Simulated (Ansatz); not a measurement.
GePH₇O₄: geometry relaxation

System: GePH₇O₄.
Method: RKS PBE/def2-SVP (Ansatz 0.2.0).

It belongs to a series of runs on one base structure; here: end point B relaxed.

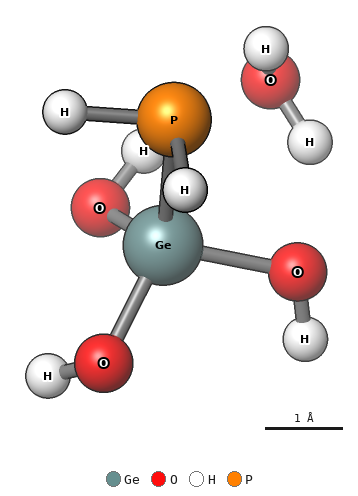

**Figure 1.** The structure as given in the input (ball-and-stick view, seen at a tilt). Sticks mark near contacts. Bond lengths as drawn: Ge–O 1.78 to 1.82 Å, Ge–P 2.29 Å, H–O 0.98 to 0.99 Å and H–P 1.44 Å.

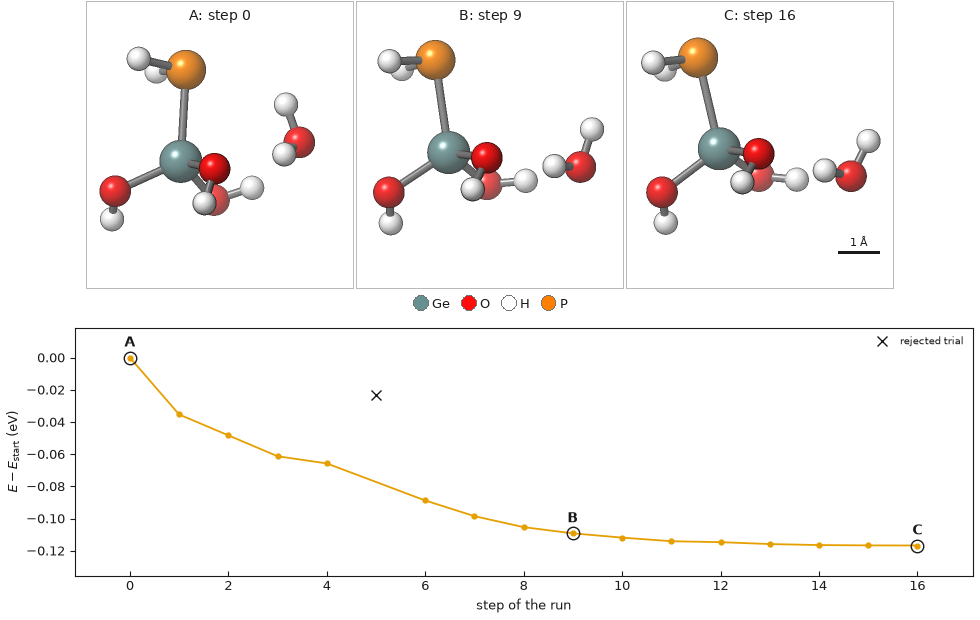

**Figure 2.** Frames of the relaxation (ball-and-stick view, seen at a tilt) above the curves, on which the letters mark them (the first geometry is step 0 here and step 1 in the log).

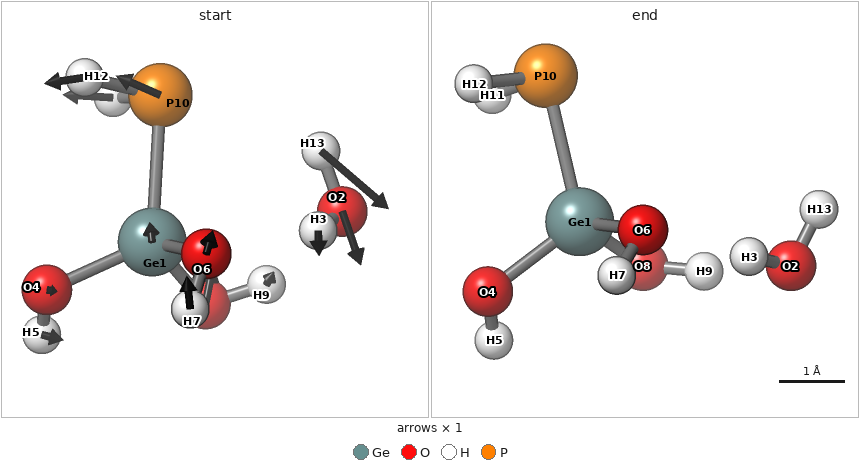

**Figure 3.** Before (left) and after (right) the relaxation, at one scale (ball-and-stick view, seen at a tilt). The black arrows give the displacements, at true length. H13 moves most after the best rigid fit: 1.39 Å. By element the largest moves are H 1.39 Å, O 0.90 Å, P 0.75 Å, Ge 0.33 Å. Among the contacts that change: Ge1–P10 2.287 → 2.326 Å, O2–H13 0.993 → 0.976 Å, O8–H9 0.992 → 1.006 Å, Ge1–O6 1.822 → 1.836 Å. Among the angles that change: O6–Ge1–P10 101.0° → 106.1°, Ge1–O8–H9 102.9° → 107.0°, O4–Ge1–P10 118.0° → 114.7°. After 16 geometry steps the energy has fallen by 0.117 eV. Largest force component: 0.45 eV/Å at the start, 0.014 eV/Å at the end. The line search rejected the trial step at point 5 (counted from 0) and went back. (Atoms are counted from 1 in the order of the input.)

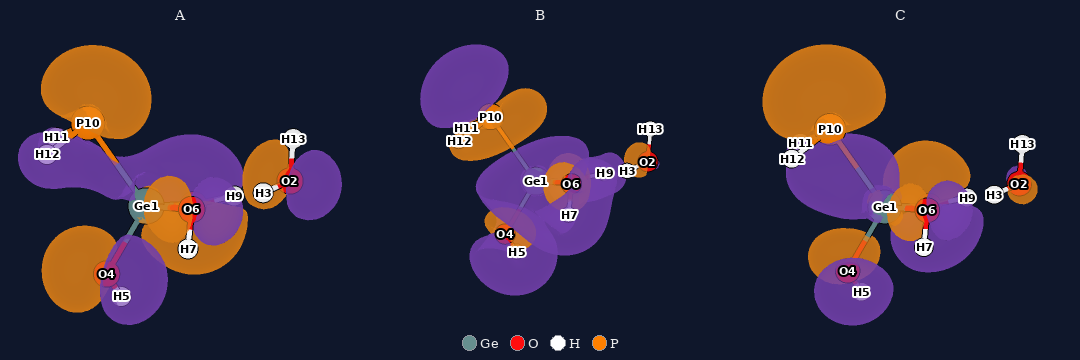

**Figure 4.** Three frontier orbitals at ±0.06 Å⁻³ᐟ² (orange and purple are the two phases). A is the HOMO−1 (−6.77 eV). C is the HOMO (−6.46 eV). B is the LUMO (−1.07 eV). It lies mainly on P10 (30 %), Ge1 (25 %) and O4 (10 %). The HOMO–LUMO gap is 5.39 eV between the orbital energies.

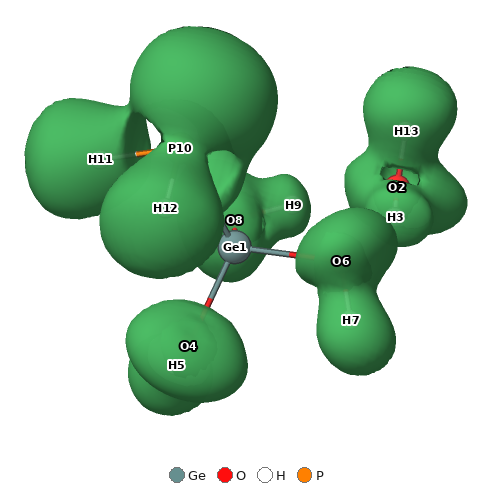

**Figure 5.** Isosurface of the electron localisation function at 0.75 (green), seen at a tilt. Only the valence region is drawn (cores and ρ < 0.01 e/Å³ removed). Profiles from the grid: O2···H9 (1.74 Å): the ELF is only about 0.20 between them (a closed-shell contact with the geometry of a hydrogen bond). Ge–O (1.78 Å): the ELF peaks at about 0.85 in the valence shell of O, 0.6 Å from its nucleus, and is about 0.35 at the midpoint.

These pictures come from the run below.

### The input
```yaml
crystal:
  periodic: [false, false, false]
  atoms:
    - { symbol: Ge, position_ang: [0.538641, 0.30488, -0.169042] }
    - { symbol: O, position_ang: [-0.989417, 0.004877, 2.361773] }
    - { symbol: H, position_ang: [-1.460662, 0.424452, 1.600901] }
    - { symbol: O, position_ang: [1.123968, 0.17609, -1.856581] }
    - { symbol: H, position_ang: [1.33284, -0.763359, -2.028742] }
    - { symbol: O, position_ang: [-1.120332, 1.056103, -0.226283] }
    - { symbol: H, position_ang: [-1.60133, 0.74455, -1.017811] }
    - { symbol: O, position_ang: [0.460837, -1.377578, 0.419643] }
    - { symbol: H, position_ang: [-0.037999, -1.290686, 1.272969] }
    - { symbol: P, position_ang: [1.622694, 1.746209, 1.237108] }
    - { symbol: H, position_ang: [2.877453, 1.052766, 1.120356] }
    - { symbol: H, position_ang: [1.933474, 2.688773, 0.195923] }
    - { symbol: H, position_ang: [-0.361467, 0.728425, 2.621187] }
basis:
  gaussian: { orbitals: def2-SVP }
hamiltonian:
  xc: pbe
relax:
  f_tol: 0.03
  max_steps: 50
output:
  orbitals: {}
```

Launch command:
```bash
ansatz run input.yaml --threads 4 --pin off --max-ram 5120MiB --backend cpu --events-out ev --progress --plain --runs-dir out
```

### The program's output
```
The last accepted step is kept in [file] (removed where the run ends without a failure and the disk answers)
Engine: ansatz 0.2.0, aarch64-unknown-linux-gnu
Functional definition: PBE
  parameter kappa = 0.804
  parameter beta = 0.06672455060314922
  exchange = pbe_x(kappa = kappa, mu = beta*pi^2/3)
  correlation = pbe_c(beta = beta)
1536 factors; their error is unknown
mean field evaluation 1: about -74055.6938 eV, gradient 1.0e2 eV
mean field evaluation 2: about -73942.7238 eV, gradient 2.4e2 eV
mean field evaluation 4: about -74072.2653 eV, gradient 2.7e1 eV
mean field evaluation 8: about -74073.7104 eV, gradient 3.9e-1 eV
mean field evaluation 16: about -74073.6523 eV, gradient 7.8e-4 eV
mean field -74073.65231819 eV, -2722.1565137685 hartree, gradient 5.7e-5 eV, S^2 0.000000; 0 other end points of the search recorded, 0 dependent functions left out
the calculation of the forces begins
reference -74073.65235399 eV, -2722.1565150842 hartree; 43, 43 occupied and 98, 98 virtual orbitals, 1536 factors
relax step   1: F+E_penalty+E_count = -74073.65231819 eV  Δ(F+E_penalty+E_count) = +0.000e0 eV  max|allowed force component| = 4.459e-1 eV/Å  Δτ_max = 0.0000 Å  (30 SCF iters, accepted)
these checks for a lower state are left out or cut short: starts, cluster_reference, orbital_swaps, neighbouring_geometries, increment
1536 factors; their error is unknown
mean field -74073.68768944 eV, -2722.1578136382 hartree, gradient 1.9e-5 eV, S^2 0.000000; 0 other end points of the search recorded, 0 dependent functions left out
[... from here on the field's lines of each further geometry are left out, up to the last ...]
relax step   2: F+E_penalty+E_count = -74073.68768944 eV  Δ(F+E_penalty+E_count) = -3.537e-2 eV  max|allowed force component| = 5.832e-1 eV/Å  Δτ_max = 0.1949 Å  (30 SCF iters, accepted)
relax step   3: F+E_penalty+E_count = -74073.70062858 eV  Δ(F+E_penalty+E_count) = -1.294e-2 eV  max|allowed force component| = 5.978e-1 eV/Å  Δτ_max = 0.1246 Å  (30 SCF iters, accepted)
relax step   4: F+E_penalty+E_count = -74073.71362324 eV  Δ(F+E_penalty+E_count) = -1.299e-2 eV  max|allowed force component| = 5.939e-1 eV/Å  Δτ_max = 0.1957 Å  (30 SCF iters, accepted)
relax step   5: F+E_penalty+E_count = -74073.71808910 eV  Δ(F+E_penalty+E_count) = -4.466e-3 eV  max|allowed force component| = 7.680e-1 eV/Å  Δτ_max = 0.1915 Å  (31 SCF iters, accepted)
relax step   6: F+E_penalty+E_count = -74073.67529781 eV  Δ(F+E_penalty+E_count) = +4.279e-2 eV  max|allowed force component| = 1.103e0 eV/Å  Δτ_max = 0.1605 Å  (31 SCF iters, rejected (line search))
relax step   7: F+E_penalty+E_count = -74073.74111453 eV  Δ(F+E_penalty+E_count) = -2.303e-2 eV  max|allowed force component| = 1.393e-1 eV/Å  Δτ_max = 0.0766 Å  (30 SCF iters, accepted)
relax step   8: F+E_penalty+E_count = -74073.75083992 eV  Δ(F+E_penalty+E_count) = -9.725e-3 eV  max|allowed force component| = 2.499e-1 eV/Å  Δτ_max = 0.1000 Å  (30 SCF iters, accepted)
relax step   9: F+E_penalty+E_count = -74073.75767516 eV  Δ(F+E_penalty+E_count) = -6.835e-3 eV  max|allowed force component| = 1.410e-1 eV/Å  Δτ_max = 0.1107 Å  (30 SCF iters, accepted)
relax step  10: F+E_penalty+E_count = -74073.76152900 eV  Δ(F+E_penalty+E_count) = -3.854e-3 eV  max|allowed force component| = 2.021e-1 eV/Å  Δτ_max = 0.1384 Å  (30 SCF iters, accepted)
relax step  11: F+E_penalty+E_count = -74073.76417343 eV  Δ(F+E_penalty+E_count) = -2.644e-3 eV  max|allowed force component| = 1.426e-1 eV/Å  Δτ_max = 0.0402 Å  (30 SCF iters, accepted)
relax step  12: F+E_penalty+E_count = -74073.76642259 eV  Δ(F+E_penalty+E_count) = -2.249e-3 eV  max|allowed force component| = 9.409e-2 eV/Å  Δτ_max = 0.0804 Å  (29 SCF iters, accepted)
relax step  13: F+E_penalty+E_count = -74073.76701632 eV  Δ(F+E_penalty+E_count) = -5.937e-4 eV  max|allowed force component| = 1.402e-1 eV/Å  Δτ_max = 0.0922 Å  (29 SCF iters, accepted)
relax step  14: F+E_penalty+E_count = -74073.76817949 eV  Δ(F+E_penalty+E_count) = -1.163e-3 eV  max|allowed force component| = 9.445e-2 eV/Å  Δτ_max = 0.0287 Å  (31 SCF iters, accepted)
relax step  15: F+E_penalty+E_count = -74073.76880876 eV  Δ(F+E_penalty+E_count) = -6.293e-4 eV  max|allowed force component| = 1.967e-2 eV/Å  Δτ_max = 0.0214 Å  (30 SCF iters, accepted)
relax step  16: F+E_penalty+E_count = -74073.76901624 eV  Δ(F+E_penalty+E_count) = -2.075e-4 eV  max|allowed force component| = 1.132e-2 eV/Å  Δτ_max = 0.0409 Å  (29 SCF iters, accepted)
the calculation of the forces begins
reference -74073.76912357 eV, -2722.1608062871 hartree; 43, 43 occupied and 98, 98 virtual orbitals, 1536 factors
relax step  17: F+E_penalty+E_count = -74073.76908687 eV  Δ(F+E_penalty+E_count) = -7.064e-5 eV  max|allowed force component| = 1.439e-2 eV/Å  Δτ_max = 0.0334 Å  (29 SCF iters, accepted)
1536 factors; their error is unknown
mean field -74073.76908687 eV, -2722.1608049386 hartree, gradient 1.3e-5 eV, S^2 0.000000; 1 other end points of the search recorded, 0 dependent functions left out
the calculation of the forces begins
reference -74073.76912357 eV, -2722.1608062871 hartree; 43, 43 occupied and 98, 98 virtual orbitals, 1536 factors
Total energy: -74073.76912357 eV, -2722.1608062871 hartree
Atom 0 at     0.765821     0.467560     0.005701 Å, force    -0.002126     0.006510    -0.003250 eV/Å
Atom 1 at    -1.619954    -0.554854     2.096074 Å, force     0.006051     0.009612    -0.001722 eV/Å
Atom 2 at    -1.652327     0.155151     1.399808 Å, force     0.000360    -0.005912     0.006954 eV/Å
Atom 3 at     1.008446     0.103907    -1.737767 Å, force    -0.001472    -0.003406     0.007375 eV/Å
Atom 4 at     1.039682    -0.869284    -1.831169 Å, force    -0.000017     0.001813    -0.004276 eV/Å
Atom 5 at    -0.914547     1.199074     0.112907 Å, force    -0.003901     0.001313    -0.007213 eV/Å
Atom 6 at    -1.331334     1.118468    -0.768633 Å, force     0.005270    -0.001197     0.009131 eV/Å
Atom 7 at     0.748226    -1.072780     0.887648 Å, force    -0.013421    -0.005891     0.013510 eV/Å
Atom 8 at    -0.095995    -1.088350     1.434983 Å, force     0.014389     0.006168    -0.012607 eV/Å
Atom 9 at     2.219268     2.060446     0.876806 Å, force    -0.000186     0.001211    -0.004403 eV/Å
Atom 10 at     3.359589     1.256612     0.514737 Å, force    -0.001235     0.000228     0.001247 eV/Å
Atom 11 at     2.243606     2.773351    -0.376081 Å, force    -0.001316    -0.005842     0.003748 eV/Å
Atom 12 at    -1.451783    -0.053799     2.916387 Å, force    -0.002394    -0.004608    -0.008494 eV/Å
Dipole moment:    -0.056670     0.208854    -0.082275 e Å
```

### Trajectory as extended XYZ (Å, eV, eV/Å), 8 of the 17 frames kept, from step=1 to step=17
```
13
Properties=species:S:1:pos:R:3:forces:R:3 step=1 energy=-74073.65232
Ge    0.5386    0.3049   -0.1690   -0.2475  -0.3070  -0.3478
O    -0.9894    0.0049    2.3618    0.3007   0.3911   0.1532
H    -1.4607    0.4245    1.6009   -0.0146  -0.0102   0.0010
O     1.1240    0.1761   -1.8566    0.0016  -0.0107   0.0085
H     1.3328   -0.7634   -2.0287    0.0028   0.0053  -0.0119
O    -1.1203    1.0561   -0.2263    0.0046  -0.0098  -0.0052
H    -1.6013    0.7446   -1.0178    0.0038   0.0052  -0.0037
O     0.4608   -1.3776    0.4196   -0.0013  -0.0149   0.0052
H    -0.0380   -1.2907    1.2730    0.0065   0.0065   0.0038
P     1.6227    1.7462    1.2371    0.3644   0.3861   0.2355
H     2.8775    1.0528    1.1204    0.0022  -0.0003  -0.0019
H     1.9335    2.6888    0.1959   -0.0004   0.0045   0.0046
H    -0.3615    0.7284    2.6212   -0.4228  -0.4459  -0.0413
13
Properties=species:S:1:pos:R:3:forces:R:3 step=3 energy=-74073.70063
Ge    0.5739    0.3218   -0.1859   -0.0035  -0.0136   0.0322
O    -1.1161   -0.0800    2.3718    0.3348   0.5978   0.1547
H    -1.4921    0.4098    1.5949    0.0712  -0.1051   0.0874
O     1.1138    0.1555   -1.8857   -0.0010   0.0114   0.0090
H     1.3133   -0.7879   -2.0465    0.0029  -0.0006   0.0003
O    -1.0844    1.0756   -0.2130   -0.0136   0.0037   0.0424
H    -1.5827    0.7587   -0.9918    0.0079  -0.0028  -0.0047
O     0.4952   -1.3490    0.4384   -0.0104   0.0501   0.0274
H    -0.0256   -1.2559    1.2785   -0.0321  -0.0036   0.0250
P     1.7266    1.8082    1.1929    0.0249   0.0248  -0.0156
H     2.9665    1.0940    1.0433    0.0158  -0.0078  -0.0177
H     2.0150    2.7150    0.1138    0.0030   0.0001  -0.0180
H    -0.5848    0.6297    2.8208   -0.3998  -0.5545  -0.3225
13
Properties=species:S:1:pos:R:3:forces:R:3 step=6 energy=-74073.67530 accepted=F
Ge    0.6612    0.4015   -0.1076   -0.4688   0.4101   0.6455
O    -1.3741   -0.2962    2.3392    0.0337   0.0491  -0.2531
H    -1.5927    0.2262    1.5215   -0.0299  -0.0368   0.0850
O     1.1556    0.1667   -1.8053   -0.0781   0.0823  -0.1560
H     1.1770   -0.7950   -1.9728   -0.0106  -0.0954  -0.0412
O    -1.0722    1.1255   -0.0550    1.1033  -0.3116   0.0315
H    -1.3668    0.8576   -0.9407   -0.5932   0.0360  -0.3549
O     0.5521   -1.2230    0.5951    0.0135  -0.1719   0.0738
H    -0.0995   -1.1545    1.3517    0.0205   0.0281  -0.0177
P     1.9789    1.9238    1.0678   -0.1088  -0.0299  -0.0627
H     3.1493    1.1513    0.7495    0.0794   0.0117  -0.0149
H     2.0982    2.7355   -0.1157    0.0482   0.0363   0.0061
H    -0.9484    0.3762    2.9037   -0.0091  -0.0080   0.0586
13
Properties=species:S:1:pos:R:3:forces:R:3 step=8 energy=-74073.75084
Ge    0.6743    0.3849   -0.0878    0.0754   0.1030  -0.2499
O    -1.3654   -0.3018    2.2561   -0.0627  -0.0716  -0.0030
H    -1.5731    0.2847    1.4829    0.0496   0.0186  -0.0027
O     1.0711    0.1325   -1.8255   -0.0137   0.0383   0.1082
H     1.1651   -0.8290   -1.9813   -0.0070   0.0397   0.0556
O    -0.9951    1.1410   -0.0610   -0.0099  -0.0422   0.0012
H    -1.4590    0.8941   -0.8866    0.0214   0.0214   0.0151
O     0.6139   -1.2396    0.6239   -0.0367  -0.0858   0.0798
H    -0.0648   -1.1660    1.3542   -0.0080  -0.0212   0.0358
P     1.9796    1.9395    1.0596   -0.0925  -0.0254   0.0036
H     3.1771    1.1884    0.7967    0.0476  -0.0103  -0.0381
H     2.1198    2.7461   -0.1239    0.0315   0.0091  -0.0231
H    -1.0247    0.3208    2.9243    0.0050   0.0263   0.0175
13
Properties=species:S:1:pos:R:3:forces:R:3 step=10 energy=-74073.76153
Ge    0.7205    0.4155   -0.0623   -0.0039  -0.0390   0.0925
O    -1.4954   -0.4084    2.2095    0.0537   0.1422  -0.0677
H    -1.5985    0.2283    1.4465    0.0314  -0.0828   0.2021
O     1.0548    0.1247   -1.8003    0.0075  -0.0283  -0.0169
H     1.1078   -0.8430   -1.9366   -0.0008   0.0317   0.0154
O    -0.9561    1.1606    0.0080   -0.0127  -0.0546  -0.0994
H    -1.3971    0.9734   -0.8474    0.0201   0.0361   0.0945
O     0.6613   -1.1809    0.7256   -0.1173   0.1117   0.0865
H    -0.0826   -1.1140    1.4018    0.0876  -0.0545  -0.1039
P     2.0811    1.9866    0.9879   -0.0016  -0.0187  -0.0489
H     3.2644    1.2289    0.6688    0.0007  -0.0087   0.0052
H     2.1733    2.7610   -0.2235   -0.0021   0.0178   0.0017
H    -1.2147    0.1628    2.9533   -0.0626  -0.0529  -0.1611
13
Properties=species:S:1:pos:R:3:forces:R:3 step=12 energy=-74073.76642
Ge    0.7335    0.4346   -0.0351    0.0527  -0.0403  -0.0044
O    -1.5338   -0.4560    2.1643    0.0077   0.0290   0.0708
H    -1.6093    0.2151    1.4343   -0.0096   0.0013   0.0014
O     1.0448    0.1200   -1.7749   -0.0065  -0.0093  -0.0124
H     1.0928   -0.8498   -1.8959   -0.0028   0.0184   0.0103
O    -0.9441    1.1734    0.0454   -0.0201  -0.0004  -0.0438
H    -1.3865    1.0172   -0.8143    0.0309   0.0132   0.0461
O     0.6930   -1.1459    0.7777   -0.0941   0.0367   0.0544
H    -0.0946   -1.1111    1.4040    0.0778  -0.0213  -0.0400
P     2.1337    2.0111    0.9471   -0.0202   0.0160   0.0033
H     3.3041    1.2389    0.6144   -0.0158  -0.0075  -0.0152
H     2.1922    2.7623   -0.2810    0.0155   0.0084  -0.0007
H    -1.3070    0.0857    2.9454   -0.0155  -0.0443  -0.0698
13
Properties=species:S:1:pos:R:3:forces:R:3 step=15 energy=-74073.76881
Ge    0.7554    0.4551   -0.0101   -0.0020   0.0004   0.0166
O    -1.5908   -0.5204    2.1221   -0.0047  -0.0114  -0.0044
H    -1.6377    0.1734    1.4108   -0.0028   0.0038   0.0067
O     1.0201    0.1080   -1.7525    0.0000   0.0027  -0.0030
H     1.0593   -0.8639   -1.8542   -0.0010  -0.0050  -0.0037
O    -0.9240    1.1895    0.0899    0.0022   0.0040  -0.0049
H    -1.3492    1.0852   -0.7849    0.0000   0.0002  -0.0008
O     0.7274   -1.0988    0.8490    0.0197   0.0003  -0.0133
H    -0.0963   -1.0958    1.4247   -0.0110   0.0015   0.0101
P     2.1881    2.0434    0.9023    0.0013  -0.0007  -0.0044
H     3.3385    1.2506    0.5485   -0.0016   0.0005   0.0005
H     2.2265    2.7722   -0.3406    0.0005  -0.0010  -0.0001
H    -1.3987   -0.0030    2.9264   -0.0005   0.0048   0.0005
13
Properties=species:S:1:pos:R:3:forces:R:3 step=17 energy=-74073.76909
Ge    0.7658    0.4676    0.0057   -0.0021   0.0065  -0.0032
O    -1.6200   -0.5549    2.0961    0.0061   0.0096  -0.0017
H    -1.6523    0.1552    1.3998    0.0004  -0.0059   0.0070
O     1.0084    0.1039   -1.7378   -0.0015  -0.0034   0.0074
H     1.0397   -0.8693   -1.8312    0.0000   0.0018  -0.0043
O    -0.9145    1.1991    0.1129   -0.0039   0.0013  -0.0072
H    -1.3313    1.1185   -0.7686    0.0053  -0.0012   0.0091
O     0.7482   -1.0728    0.8876   -0.0134  -0.0059   0.0135
H    -0.0960   -1.0883    1.4350    0.0144   0.0062  -0.0126
P     2.2193    2.0604    0.8768   -0.0002   0.0012  -0.0044
H     3.3596    1.2566    0.5147   -0.0012   0.0002   0.0012
H     2.2436    2.7734   -0.3761   -0.0013  -0.0058   0.0037
H    -1.4518   -0.0538    2.9164   -0.0024  -0.0046  -0.0085
```

### Key numbers

```tsv
quantity	value
outcome	converged
total energy	−74073.7691 eV
mean-field energy	−74073.7691 eV
largest force (length of the vector) at the end	0.020 eV/Å
hardware	4 threads of Arm Neoverse V1, 24 GiB of memory available, shared host
wall time	34 s (CPU time 2.1 min)
peak memory	0.22 GiB
```
